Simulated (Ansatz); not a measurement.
# BClH4OSi: what the fields show

Input

```
crystal:
  periodic: [false, false, false]
  atoms:
    - { symbol: Si, position_ang: [-0.2706, 0.9917, -0.318] }
    - { symbol: O, position_ang: [-0.5292, -0.626, -0.7339] }
    - { symbol: B, position_ang: [0.1153, -1.3716, 0.3128] }
    - { symbol: Cl, position_ang: [1.9653, -1.9243, 0.097] }
    - { symbol: H, position_ang: [-0.9762, 1.858, -1.3676] }
    - { symbol: H, position_ang: [-0.932, 1.339, 0.9764] }
    - { symbol: H, position_ang: [1.1394, 1.3808, -0.2951] }
    - { symbol: H, position_ang: [-0.4199, -1.7047, 1.2727] }
basis:
  gaussian: { orbitals: def2-SVP }
hamiltonian:
  xc: cam_b3lyp
relax:
  f_tol: 0.02
  max_steps: 50
output:
  orbitals: {}
```

Launched as:

```sh
ansatz run input.yaml --threads 2 --pin off --max-ram 3072MiB --backend cpu --events-out ev --progress --plain --runs-dir out
```

The fields are those of the run's last geometry, not of the input's.

Computed with RKS CAM-B3LYP/def2-SVP (Ansatz).

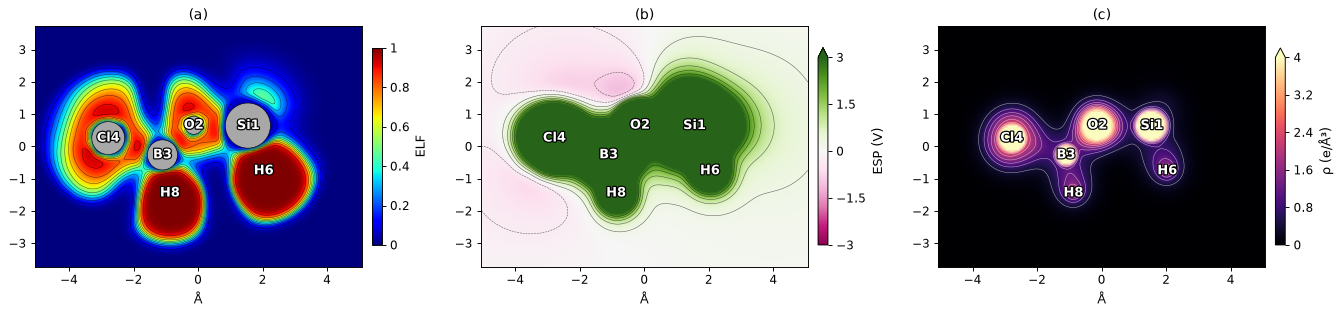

Figure 1. (a) electron localisation function; (b) electrostatic potential; (c) total electron density on the plane of atoms O2, B3 and Cl4. Grey discs cover the atomic cores in the ELF map.

Question: Describe what can be read from this map.

Answer:
- The section cuts through Si, O, B, Cl and H sites.
- B–O (1.34 Å): ρ is about 2.2 e/Å³ halfway; the ELF peaks at about 0.90 between the atoms; a short, strongly polar bond.
- Si–O (1.68 Å): the density is about 1 e/Å³ at the midpoint; the ELF peaks at about 0.90 between the atoms; a polar covalent bond.
- B–Cl (1.76 Å): ρ at the midpoint is about 1.3 e/Å³; the ELF peaks at about 0.90 between the atoms (a polar covalent bond).
- B–H (1.21 Å): the density is about 1.2 e/Å³ at the midpoint; the ELF climbs to about 1 towards the hydrogen, as it does in any bond to H; a covalent bond by its length.
- Si–H (1.49 Å): ρ at the midpoint is about 0.79 e/Å³; the ELF climbs to about 1 towards the hydrogen.
- The ELF also peaks beside Cl4 and O2, away from the bonds: lone-pair regions.
- Outside the dense part of the molecule the potential is most negative (−1.1 V) near O2.

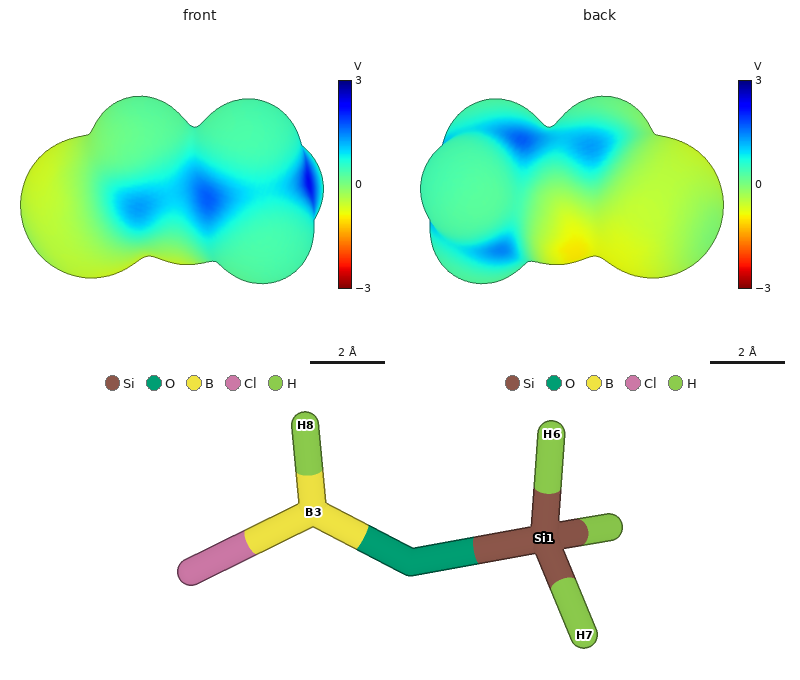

Figure 2. The electrostatic potential painted on the density surface at 0.002 e/bohr³, seen from the front and from behind; the colour scale runs from red (negative) to blue (positive). The bare structure is drawn below in the same view.

Question: Describe the electrostatic potential map.

Answer: The most negative region (about −0.9 V) lies over O2, the most positive (about +2.0 V) over Si1.

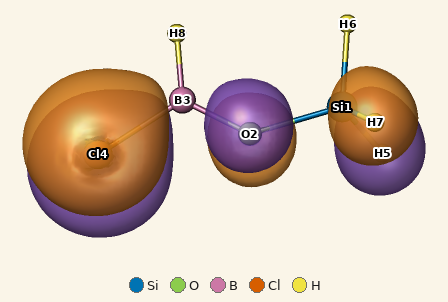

Figure 3. The HOMO−1 at ±0.08 Å⁻³ᐟ² (orange and purple are the two phases), seen at a tilt.

Question: What is the character of this orbital?

Answer: Its weight (Hirshfeld) is mainly on Cl4 (about 65 %) and O2 (about 15 %). Its energy is −10.37 eV.

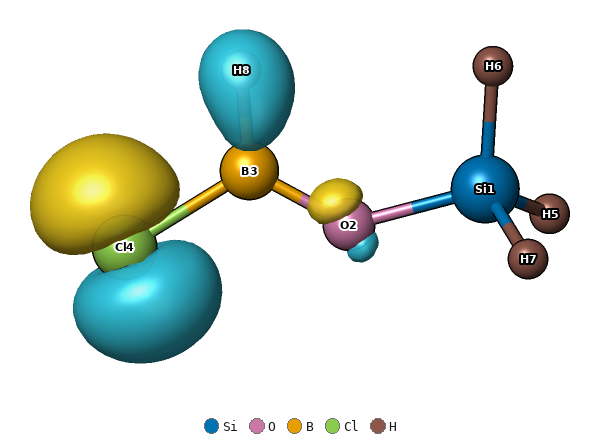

Figure 4. The HOMO at ±0.2 Å⁻³ᐟ² (yellow and cyan are the two phases), seen at an oblique angle.

Question: Describe this orbital and give its energy.

Answer: It lies mainly on Cl4 (about 75 %), B3 (about 10 %) and H8 (about 10 %); largely a lone pair of Cl4. Its energy is −9.99 eV.
